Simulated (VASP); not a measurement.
Band structure of Ca (fcc). Method: vdW-DF2, VASP's PBE PAW potentials (set 64) (plane waves; VASP).

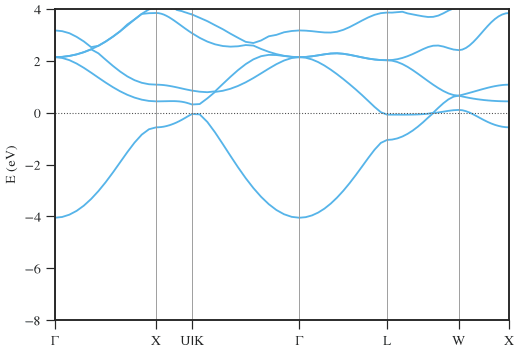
Figure: Bands along high-symmetry lines, zero at the valence-band maximum or, without a gap, the Fermi level

**Question.** Read the plot: is there a gap, and where are the band edges?

**Answer.** It has no gap at this level: it comes out as a metal or semimetal. (Edges off the drawn lines would not show.)

The compound is Ca in the fcc structure. It was relaxed first.
